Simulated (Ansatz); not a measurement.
# HfO2 (Fm-3m): from the listed cell to zero pressure

Aim: the volume at which the pressure of HfO2 (Fm-3m) vanishes.

Method: DFT PBE, scalar-relativistic, plane waves, PAW, in Ansatz 0.2.0.

**1. Starting point**

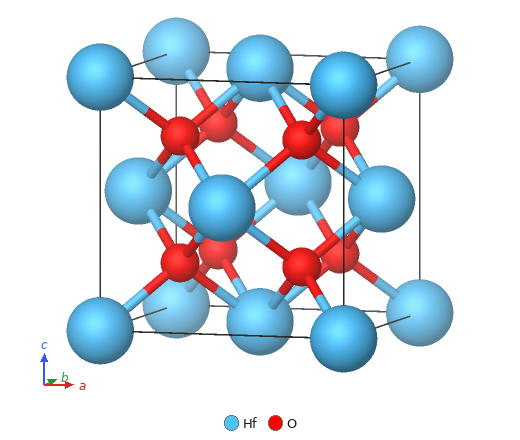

Start, viewed slightly off an axis; hafnium blue, oxygen red. Atoms on the faces are drawn again on the opposite ones. The cell drawn here is the conventional one.

Coordinates:

```cif
data_structure
_symmetry_space_group_name_H-M 'Fm-3m'
_symmetry_Int_Tables_number 225
_cell_length_a 5.1150
_cell_length_b 5.1150
_cell_length_c 5.1150
_cell_angle_alpha 90.000
_cell_angle_beta 90.000
_cell_angle_gamma 90.000
_cell_volume 133.82
loop_
_atom_site_label
_atom_site_type_symbol
_atom_site_symmetry_multiplicity
_atom_site_Wyckoff_symbol
_atom_site_fract_x
_atom_site_fract_y
_atom_site_fract_z
_atom_site_occupancy
Hf1 Hf 4 a 0.00000 0.00000 0.00000 1
O1 O 8 c 0.25000 0.75000 0.75000 1
```

**2. First run, at the start cell**

input.yaml

```yaml
crystal:
  lattice:
    - [0.0, 2.5575, 2.5575]
    - [2.5575, 0.0, 2.5575]
    - [2.5575, 2.5575, 0.0]
  atoms:
    - { symbol: Hf, position: [0.0, 0.0, 0.0] }
    - { symbol: O, position: [0.25, 0.25, 0.25] }
    - { symbol: O, position: [0.75, 0.75, 0.75] }
basis:
  ecutwfc: 420
  ecutrho_ratio: 4
kpoints:
  mp_grid: { grid: [8, 8, 8] }
hamiltonian:
  xc: pbe
scf:
  occupations: { method: gaussian, width: 0.05 }
output:
  forces: true
  stress: true
  eigenvalues: true
```

Started as:

```
> ansatz run input.yaml --threads 1 --pin off --max-ram 2560MiB --backend cpu --events-out ev --progress --plain --runs-dir out
```

What it wrote:

```text
Warning: RAYON_NUM_THREADS=1 ignored (pool sized by the plan → 1); use --threads N
Engine: ansatz 0.2.0, x86_64-unknown-linux-gnu
Pseudopotentials: kind: paw
Pseudopotential: Hf, paw, valence charge 26, recommended cutoff 420 eV (normal), Hf.paw.azcp
Pseudopotential: O, paw, valence charge 6, recommended cutoff 420 eV (normal), O.paw.azcp
Functional definition: PBE
  parameter kappa = 0.804
  parameter beta = 0.06672455060314922
  exchange = pbe_x(kappa = kappa, mu = beta*pi^2/3)
  correlation = pbe_c(beta = beta)
Crystal: 3 atoms, lattice volume = 33.456 Å³
Basis set: ecut = 420 eV, 645 PW (Γ), exchange–correlation on 50×50×50 points (8 copies of the dense FFT grid, shifted against one another)
Bands: 23, of which v1, the nominal top of the filled ones, is band 19 counted from 1 (18 counted from 0)
Symmetry: 48 space group operations
Space group: Fm-3m (ITA 225), of the structure as read, at distance tolerance 3.2e-5 Å
k-points: 29 of 512
Non-local potential: Hf, projectors of the file, l = 0: 3, l = 1: 2, l = 2: 2, l = 3: 3
Non-local potential: O, projectors of the file, l = 0: 2, l = 1: 2, l = 2: 1
PAW form: soft (Blöchl's): semilocal exchange-correlation on the pseudo side does not see the compensation charge
PAW one-centre angular grid: Hf, 590 points (default); XC on 64 Gauss nodes
PAW one-centre angular grid: O, 110 points (default); XC on 64 Gauss nodes
Initial density: superposition of atomic densities (neutral atoms: chi_scale 0, normalization atom), corrected by the library's trained network
Initial wavefunctions: pseudopotential atomic-orbital guess
Functional: x = pbe(κ = 0.804, μ = 0.2195149727645171), c = pbe(β = 0.06672455060314922)
SCF iter   1: F=—  HF=-16861.406326 eV  |F-HF|=—  |Δ(HF+E_count)|=         —  Δρ=2.41e-3  dr2=1.40e-3  ethr=1.77e-3  ⟨swp⟩=4.5  Hψ=2425  notcnv=0
preconditioner: auto → none  [insulator: Δε(μ)=3.739 eV  Ē_g=18.148 eV  σ=0.050 eV  W_gap=1.00  n_scr=14 (ndim 8)  ℏωp=38.5 eV  f_vac=0.066  D(μ)=0.00/eV (n_scr^D=0)  ε∞_Penn≈5.5]
SCF iter   2: F=—  HF=-16861.407249 eV  |F-HF|=—  |Δ(HF+E_count)|=   9.23e-4  Δρ=1.83e-3  dr2=8.14e-4  ethr=3.69e-6  ⟨swp⟩=2.0  Hψ=1383  notcnv=0
SCF iter   3: F=—  HF=-16861.407140 eV  |F-HF|=—  |Δ(HF+E_count)|=   1.09e-4  Δρ=6.76e-4  dr2=5.74e-5  ethr=2.14e-6  ⟨swp⟩=2.0  Hψ=959  notcnv=0
SCF iter   4: F=—  HF=-16861.407421 eV  |F-HF|=—  |Δ(HF+E_count)|=   2.81e-4  Δρ=1.23e-4  dr2=4.31e-6  ethr=1.51e-7  ⟨swp⟩=2.0  Hψ=1188  notcnv=0
SCF iter   5: F=—  HF=-16861.407421 eV  |F-HF|=—  |Δ(HF+E_count)|=   8.21e-7  Δρ=5.52e-5  dr2=6.73e-7  ethr=1.13e-8  ⟨swp⟩=2.1  Hψ=860  notcnv=0
SCF iter   6: F=-16861.407420 eV  HF=-16861.407420 eV  |F-HF|=6.44e-8  |Δ(HF+E_count)|=   9.33e-8  Δρ=9.46e-6  dr2=1.61e-8  ethr=2.63e-10  ⟨swp⟩=3.1  Hψ=3024  notcnv=0
SCF 1 converged in 6 iterations: F = -16861.407420 eV  dr2 = 1.61e-8
SCF converged after 6 iterations
Free energy (F): -16861.407420 eV
Harris-Foulkes:  -16861.407420 eV  (|F-HF|=6.44e-8)
Internal energy: -16861.407420 eV  (E = F + TS)
E sigma→0 (E₀):  -16861.407420 eV
Fermi energy:    17.385029 eV
--- Per-component energies (eV) ---
  E_band       = 31.842893
  E_kinetic    = 769.827543
  E_local      = -5811.764137  (includes V_loc(G=0)·N_el)
  E_nonlocal   = -1147.597358
  E_hartree    = 2659.729701
  E_xc         = -447.325730
  E_vxc        = -454.251637  (∫ρ·V_xc dr)
  E_paw        = -7242.175235  (= ΣΔE_a)
  E_vpaw       = 1356.174186  (= ΣTr[D̂ρ^β])
  E_aug_tail   = 0.004955  (compensation charges beyond the density's cutoff)
  E_ewald      = -5642.107159
  E_smearing   = -0.000000  (= −TS)
  E_closure    = 0.000000  (closes the sum)
  Σ components = -16861.407420   (vs F -16861.407420, Δ=0.00e0)
--- Forces (eV/Å), atoms counted from 1 ---
  atom   1  Hf    -0.00000000    -0.00000000    -0.00000000
  atom   2  O     -0.00000000     0.00000000    -0.00000000
  atom   3  O      0.00000000    -0.00000000     0.00000000
  max |Σ_I F_I| component: 2.31e-18 eV/Å
--- Stress (GPa, compression-positive) ---
       -2.461335       0.000000       0.000000
        0.000000      -2.461335       0.000000
        0.000000       0.000000      -2.461335
  P = ⅓ Tr σ = -2.4613 GPa (-24.613 kbar)
--- Band table (eV; the first three rows and the last of 29) ---
  k-point 0: bands = ["-45.6332", "-14.1577", "-14.1577", "-14.1577", "-3.0841", "-0.3481", "4.4653", "4.4653", "4.4653", "4.5266", "4.5266", "4.5266", "4.7215", "10.2960", "10.2960", "10.2960", "14.9189", "14.9189", "14.9189", "19.3477", "19.3477", "21.1024", "25.6338"]
  k-point 1: bands = ["-45.6314", "-14.2184", "-14.1644", "-14.1644", "-2.8908", "-0.4820", "4.4682", "4.4682", "4.4690", "4.5215", "4.5215", "4.5267", "4.6799", "10.4446", "10.4446", "10.7044", "14.4601", "14.6440", "14.6440", "19.6196", "19.6196", "21.7147", "24.9729"]
  k-point 2: bands = ["-45.6271", "-14.3600", "-14.1804", "-14.1804", "-2.4298", "-0.7620", "4.4740", "4.4740", "4.4804", "4.5115", "4.5115", "4.5270", "4.6050", "10.8099", "10.8099", "11.6508", "13.5537", "14.1357", "14.1357", "20.0281", "20.0281", "22.3825", "24.4685"]
  k-point 28: bands = ["-45.6170", "-14.4236", "-14.4236", "-14.2713", "-1.2475", "-1.2475", "4.4913", "4.4919", "4.4943", "4.4979", "4.4979", "4.5171", "4.5171", "10.3371", "10.5523", "12.9923", "12.9923", "14.1269", "15.3236", "20.2409", "20.5642", "22.3828", "22.3828"]
```

It took 0.89 s on 1 thread of Intel Xeon 6975P-C (Granite Rapids), shared host; peak memory 0.36 GiB.

Result: volume 11.152 Å³/atom, pressure -2.46 GPa, mesh gap 3.72 eV.

**3. A new volume, run 2**

Edit input.yaml of step 2 so:

```diff
@@ -2,5 +2,5 @@
   lattice:
-    - [0.0, 2.5575, 2.5575]
-    - [2.5575, 0.0, 2.5575]
-    - [2.5575, 2.5575, 0.0]
+    - [0.0, 2.5434341935, 2.5434341935]
+    - [2.5434341935, 0.0, 2.5434341935]
+    - [2.5434341935, 2.5434341935, 0.0]
   atoms:
```

Started as:

```
> ansatz run input.yaml --threads 1 --pin off --max-ram 2560MiB --backend cpu --events-out ev --progress --plain --runs-dir out
```

What it wrote:

```text
Warning: RAYON_NUM_THREADS=1 ignored (pool sized by the plan → 1); use --threads N
Engine: ansatz 0.2.0, x86_64-unknown-linux-gnu
Pseudopotentials: kind: paw
Pseudopotential: Hf, paw, valence charge 26, recommended cutoff 420 eV (normal), Hf.paw.azcp
Pseudopotential: O, paw, valence charge 6, recommended cutoff 420 eV (normal), O.paw.azcp
Functional definition: PBE
  parameter kappa = 0.804
  parameter beta = 0.06672455060314922
  exchange = pbe_x(kappa = kappa, mu = beta*pi^2/3)
  correlation = pbe_c(beta = beta)
Crystal: 3 atoms, lattice volume = 32.907 Å³
Basis set: ecut = 420 eV, 645 PW (Γ), exchange–correlation on 50×50×50 points (8 copies of the dense FFT grid, shifted against one another)
Bands: 23, of which v1, the nominal top of the filled ones, is band 19 counted from 1 (18 counted from 0)
Symmetry: 48 space group operations
Space group: Fm-3m (ITA 225), of the structure as read, at distance tolerance 3.2e-5 Å
k-points: 29 of 512
Non-local potential: Hf, projectors of the file, l = 0: 3, l = 1: 2, l = 2: 2, l = 3: 3
Non-local potential: O, projectors of the file, l = 0: 2, l = 1: 2, l = 2: 1
PAW form: soft (Blöchl's): semilocal exchange-correlation on the pseudo side does not see the compensation charge
PAW one-centre angular grid: Hf, 590 points (default); XC on 64 Gauss nodes
PAW one-centre angular grid: O, 110 points (default); XC on 64 Gauss nodes
Initial density: superposition of atomic densities (neutral atoms: chi_scale 0, normalization atom), corrected by the library's trained network
Initial wavefunctions: pseudopotential atomic-orbital guess
Functional: x = pbe(κ = 0.804, μ = 0.2195149727645171), c = pbe(β = 0.06672455060314922)
SCF iter   1: F=—  HF=-16861.408083 eV  |F-HF|=—  |Δ(HF+E_count)|=         —  Δρ=2.43e-3  dr2=1.38e-3  ethr=1.77e-3  ⟨swp⟩=4.7  Hψ=2435  notcnv=0
preconditioner: auto → none  [insulator: Δε(μ)=3.779 eV  Ē_g=18.229 eV  σ=0.050 eV  W_gap=1.00  n_scr=14 (ndim 8)  ℏωp=38.8 eV  f_vac=0.064  D(μ)=0.00/eV (n_scr^D=0)  ε∞_Penn≈5.5]
SCF iter   2: F=—  HF=-16861.409041 eV  |F-HF|=—  |Δ(HF+E_count)|=   9.59e-4  Δρ=1.81e-3  dr2=7.54e-4  ethr=3.62e-6  ⟨swp⟩=2.0  Hψ=1371  notcnv=0
SCF iter   3: F=—  HF=-16861.408962 eV  |F-HF|=—  |Δ(HF+E_count)|=   7.89e-5  Δρ=6.95e-4  dr2=6.14e-5  ethr=1.98e-6  ⟨swp⟩=2.0  Hψ=985  notcnv=0
SCF iter   4: F=—  HF=-16861.409244 eV  |F-HF|=—  |Δ(HF+E_count)|=   2.82e-4  Δρ=9.89e-5  dr2=2.60e-6  ethr=1.62e-7  ⟨swp⟩=2.0  Hψ=1159  notcnv=0
SCF iter   5: F=—  HF=-16861.409244 eV  |F-HF|=—  |Δ(HF+E_count)|=   6.29e-7  Δρ=5.37e-5  dr2=6.49e-7  ethr=6.84e-9  ⟨swp⟩=2.0  Hψ=1046  notcnv=0
SCF iter   6: F=—  HF=-16861.409244 eV  |F-HF|=—  |Δ(HF+E_count)|=   1.03e-7  Δρ=2.64e-5  dr2=1.23e-7  ethr=1.71e-9  ⟨swp⟩=2.8  Hψ=1155  notcnv=0
SCF iter   7: F=-16861.409244 eV  HF=-16861.409244 eV  |F-HF|=1.22e-8  |Δ(HF+E_count)|=   1.27e-8  Δρ=8.63e-6  dr2=1.99e-8  ethr=2.63e-10  ⟨swp⟩=4.7  Hψ=2731  notcnv=0
SCF 1 converged in 7 iterations: F = -16861.409244 eV  dr2 = 1.99e-8
SCF converged after 7 iterations
Free energy (F): -16861.409244 eV
Harris-Foulkes:  -16861.409244 eV  (|F-HF|=1.22e-8)
Internal energy: -16861.409244 eV  (E = F + TS)
E sigma→0 (E₀):  -16861.409244 eV
Fermi energy:    17.737481 eV
--- Per-component energies (eV) ---
  E_band       = 45.421317
  E_kinetic    = 771.354787
  E_local      = -5764.322760  (includes V_loc(G=0)·N_el)
  E_nonlocal   = -1147.365269
  E_hartree    = 2642.512984
  E_xc         = -447.740404
  E_vxc        = -454.810811  (∫ρ·V_xc dr)
  E_paw        = -7242.544205  (= ΣΔE_a)
  E_vpaw       = 1355.544178  (= ΣTr[D̂ρ^β])
  E_aug_tail   = 0.005001  (compensation charges beyond the density's cutoff)
  E_ewald      = -5673.309377
  E_smearing   = -0.000000  (= −TS)
  E_closure    = -0.000000  (closes the sum)
  Σ components = -16861.409244   (vs F -16861.409244, Δ=0.00e0)
--- Forces (eV/Å), atoms counted from 1 ---
  atom   1  Hf    -0.00000000     0.00000000     0.00000000
  atom   2  O      0.00000000     0.00000000     0.00000000
  atom   3  O     -0.00000000     0.00000000    -0.00000000
  max |Σ_I F_I| component: 1.16e-18 eV/Å
--- Stress (GPa, compression-positive) ---
        1.573747      -0.000000       0.000000
        0.000000       1.573747      -0.000000
       -0.000000       0.000000       1.573747
  P = ⅓ Tr σ = 1.5737 GPa (15.737 kbar)
--- Band table (eV; the first three rows and the last of 29) ---
  k-point 0: bands = ["-45.2232", "-13.7563", "-13.7563", "-13.7563", "-2.8561", "-0.0465", "4.8828", "4.8828", "4.8828", "4.9475", "4.9475", "4.9475", "5.1502", "10.5249", "10.5249", "10.5249", "15.2427", "15.2427", "15.2427", "19.7170", "19.7170", "21.5626", "26.1670"]
  k-point 1: bands = ["-45.2213", "-13.8223", "-13.7635", "-13.7635", "-2.6547", "-0.1856", "4.8859", "4.8859", "4.8867", "4.9420", "4.9420", "4.9476", "5.1056", "10.6771", "10.6771", "10.9478", "14.7836", "14.9613", "14.9613", "19.9986", "19.9986", "22.1731", "25.4837"]
  k-point 2: bands = ["-45.2166", "-13.9756", "-13.7808", "-13.7808", "-2.1771", "-0.4726", "4.8921", "4.8921", "4.8987", "4.9313", "4.9313", "4.9480", "5.0263", "11.0495", "11.0495", "11.9220", "13.8707", "14.4443", "14.4443", "20.4207", "20.4207", "22.8212", "24.9711"]
  k-point 28: bands = ["-45.2055", "-14.0438", "-14.0438", "-13.8788", "-0.9580", "-0.9580", "4.9089", "4.9113", "4.9116", "4.9167", "4.9167", "4.9381", "4.9381", "10.5939", "10.8023", "13.2871", "13.2871", "14.4310", "15.6504", "20.6342", "20.9718", "22.8553", "22.8553"]
```

Wall time 0.87 s (1 thread of Intel Xeon 6975P-C (Granite Rapids), shared host); peak memory 0.35 GiB.

Result: volume 10.969 Å³/atom, pressure 1.57 GPa, gap on the mesh 3.76 eV.

**4. Next volume, run 3**

Edit input.yaml of step 3 so:

```diff
@@ -2,5 +2,5 @@
   lattice:
-    - [0.0, 2.5434341935, 2.5434341935]
-    - [2.5434341935, 0.0, 2.5434341935]
-    - [2.5434341935, 2.5434341935, 0.0]
+    - [0.0, 2.5487870712, 2.5487870712]
+    - [2.5487870712, 0.0, 2.5487870712]
+    - [2.5487870712, 2.5487870712, 0.0]
   atoms:
```

Started as:

```
> ansatz run input.yaml --threads 1 --pin off --max-ram 2560MiB --backend cpu --events-out ev --progress --plain --runs-dir out
```

What it wrote:

```text
Warning: RAYON_NUM_THREADS=1 ignored (pool sized by the plan → 1); use --threads N
Engine: ansatz 0.2.0, x86_64-unknown-linux-gnu
Pseudopotentials: kind: paw
Pseudopotential: Hf, paw, valence charge 26, recommended cutoff 420 eV (normal), Hf.paw.azcp
Pseudopotential: O, paw, valence charge 6, recommended cutoff 420 eV (normal), O.paw.azcp
Functional definition: PBE
  parameter kappa = 0.804
  parameter beta = 0.06672455060314922
  exchange = pbe_x(kappa = kappa, mu = beta*pi^2/3)
  correlation = pbe_c(beta = beta)
Crystal: 3 atoms, lattice volume = 33.115 Å³
Basis set: ecut = 420 eV, 645 PW (Γ), exchange–correlation on 50×50×50 points (8 copies of the dense FFT grid, shifted against one another)
Bands: 23, of which v1, the nominal top of the filled ones, is band 19 counted from 1 (18 counted from 0)
Symmetry: 48 space group operations
Space group: Fm-3m (ITA 225), of the structure as read, at distance tolerance 3.2e-5 Å
k-points: 29 of 512
Non-local potential: Hf, projectors of the file, l = 0: 3, l = 1: 2, l = 2: 2, l = 3: 3
Non-local potential: O, projectors of the file, l = 0: 2, l = 1: 2, l = 2: 1
PAW form: soft (Blöchl's): semilocal exchange-correlation on the pseudo side does not see the compensation charge
PAW one-centre angular grid: Hf, 590 points (default); XC on 64 Gauss nodes
PAW one-centre angular grid: O, 110 points (default); XC on 64 Gauss nodes
Initial density: superposition of atomic densities (neutral atoms: chi_scale 0, normalization atom), corrected by the library's trained network
Initial wavefunctions: pseudopotential atomic-orbital guess
Functional: x = pbe(κ = 0.804, μ = 0.2195149727645171), c = pbe(β = 0.06672455060314922)
SCF iter   1: F=—  HF=-16861.409000 eV  |F-HF|=—  |Δ(HF+E_count)|=         —  Δρ=2.42e-3  dr2=1.38e-3  ethr=1.77e-3  ⟨swp⟩=4.7  Hψ=2446  notcnv=0
preconditioner: auto → none  [insulator: Δε(μ)=3.764 eV  Ē_g=18.198 eV  σ=0.050 eV  W_gap=1.00  n_scr=14 (ndim 8)  ℏωp=38.7 eV  f_vac=0.064  D(μ)=0.00/eV (n_scr^D=0)  ε∞_Penn≈5.5]
SCF iter   2: F=—  HF=-16861.409937 eV  |F-HF|=—  |Δ(HF+E_count)|=   9.37e-4  Δρ=1.82e-3  dr2=7.77e-4  ethr=3.64e-6  ⟨swp⟩=2.0  Hψ=1384  notcnv=0
SCF iter   3: F=—  HF=-16861.409844 eV  |F-HF|=—  |Δ(HF+E_count)|=   9.30e-5  Δρ=6.87e-4  dr2=5.97e-5  ethr=2.05e-6  ⟨swp⟩=2.0  Hψ=992  notcnv=0
SCF iter   4: F=—  HF=-16861.410128 eV  |F-HF|=—  |Δ(HF+E_count)|=   2.84e-4  Δρ=1.09e-4  dr2=3.25e-6  ethr=1.57e-7  ⟨swp⟩=2.0  Hψ=1180  notcnv=0
SCF iter   5: F=—  HF=-16861.410127 eV  |F-HF|=—  |Δ(HF+E_count)|=   6.41e-7  Δρ=5.46e-5  dr2=6.65e-7  ethr=8.55e-9  ⟨swp⟩=2.0  Hψ=1023  notcnv=0
SCF iter   6: F=—  HF=-16861.410127 eV  |F-HF|=—  |Δ(HF+E_count)|=   1.06e-7  Δρ=2.40e-5  dr2=1.02e-7  ethr=1.75e-9  ⟨swp⟩=3.0  Hψ=1237  notcnv=0
SCF iter   7: F=-16861.410127 eV  HF=-16861.410127 eV  |F-HF|=7.95e-9  |Δ(HF+E_count)|=   3.10e-9  Δρ=6.96e-6  dr2=1.27e-8  ethr=2.63e-10  ⟨swp⟩=4.6  Hψ=2587  notcnv=0
SCF 1 converged in 7 iterations: F = -16861.410127 eV  dr2 = 1.27e-8
SCF converged after 7 iterations
Free energy (F): -16861.410127 eV
Harris-Foulkes:  -16861.410127 eV  (|F-HF|=7.95e-9)
Internal energy: -16861.410127 eV  (E = F + TS)
E sigma→0 (E₀):  -16861.410127 eV
Fermi energy:    17.602562 eV
--- Per-component energies (eV) ---
  E_band       = 40.228934
  E_kinetic    = 770.768929
  E_local      = -5782.423722  (includes V_loc(G=0)·N_el)
  E_nonlocal   = -1147.453221
  E_hartree    = 2649.074091
  E_xc         = -447.581761
  E_vxc        = -454.596925  (∫ρ·V_xc dr)
  E_paw        = -7242.404970  (= ΣΔE_a)
  E_vpaw       = 1355.787985  (= ΣTr[D̂ρ^β])
  E_aug_tail   = 0.005008  (compensation charges beyond the density's cutoff)
  E_ewald      = -5661.394481
  E_smearing   = -0.000000  (= −TS)
  E_closure    = 0.000000  (closes the sum)
  Σ components = -16861.410127   (vs F -16861.410127, Δ=0.00e0)
--- Forces (eV/Å), atoms counted from 1 ---
  atom   1  Hf     0.00000000    -0.00000000     0.00000000
  atom   2  O     -0.00000000     0.00000000    -0.00000000
  atom   3  O      0.00000000     0.00000000     0.00000000
  max |Σ_I F_I| component: 1.73e-18 eV/Å
--- Stress (GPa, compression-positive) ---
        0.001931       0.000000      -0.000000
       -0.000000       0.001931       0.000000
        0.000000       0.000000       0.001931
  P = ⅓ Tr σ = 0.0019 GPa (0.019 kbar)
--- Band table (eV; the first three rows and the last of 29) ---
  k-point 0: bands = ["-45.3800", "-13.9098", "-13.9098", "-13.9098", "-2.9435", "-0.1619", "4.7233", "4.7233", "4.7233", "4.7867", "4.7867", "4.7867", "4.9864", "10.4373", "10.4373", "10.4373", "15.1187", "15.1187", "15.1187", "19.5758", "19.5758", "21.3865", "25.9628"]
  k-point 1: bands = ["-45.3781", "-13.9737", "-13.9167", "-13.9167", "-2.7451", "-0.2991", "4.7264", "4.7264", "4.7271", "4.7813", "4.7813", "4.7868", "4.9429", "10.5880", "10.5880", "10.8545", "14.6595", "14.8398", "14.8398", "19.8536", "19.8536", "21.9978", "25.2880"]
  k-point 2: bands = ["-45.3735", "-14.1224", "-13.9336", "-13.9336", "-2.2739", "-0.5834", "4.7324", "4.7324", "4.7390", "4.7709", "4.7709", "4.7872", "4.8653", "10.9578", "10.9578", "11.8181", "13.7493", "14.3261", "14.3261", "20.2705", "20.2705", "22.6535", "24.7787"]
  k-point 28: bands = ["-45.3628", "-14.1889", "-14.1889", "-14.0288", "-1.0690", "-1.0690", "4.7494", "4.7513", "4.7520", "4.7567", "4.7567", "4.7773", "4.7773", "10.4955", "10.7065", "13.1742", "13.1742", "14.3146", "15.5253", "20.4837", "20.8158", "22.6744", "22.6744"]
```

Run time: 0.86 s. Hardware: 1 thread of Intel Xeon 6975P-C (Granite Rapids), shared host; peak memory 0.36 GiB.

Read off: volume 11.038 Å³/atom, pressure 0.00 GPa, mesh gap 3.75 eV.

**5. The runs together**

| run | functional | volume (Å³/atom) | pressure (GPa) | energy from the first of its functional (meV/atom) | k mesh |
| --- | --- | --- | --- | --- | --- |
| 1 | PBE | 11.152 | -2.46 | 0.0 | 8×8×8 |
| 2 | PBE | 10.969 | 1.57 | -0.6 | 8×8×8 |
| 3 | PBE | 11.038 | 0.00 | -0.9 | 8×8×8 |

**6. What came out**

```
         quantity                                                                      value
           volume                                                             11.038 Å³/atom
         pressure                                                                   0.00 GPa
conventional cell  a = 5.098 Å, b = 5.098 Å, c = 5.098 Å, α = 90.00°, β = 90.00°, γ = 90.00°
  gap on the mesh                                                                    3.75 eV
```

**Reading.** The volume went from 11.15 to 11.04 Å³/atom (-1.0 %), where 0.00 GPa is left. Spin–orbit coupling is left out, though the cell holds Hf; in elements this heavy it can shift levels and gaps by tenths of an eV.

The gaps are Kohn-Sham values of a semilocal functional, not quasiparticle or optical gaps. Such gaps usually fall short of the measured ones.
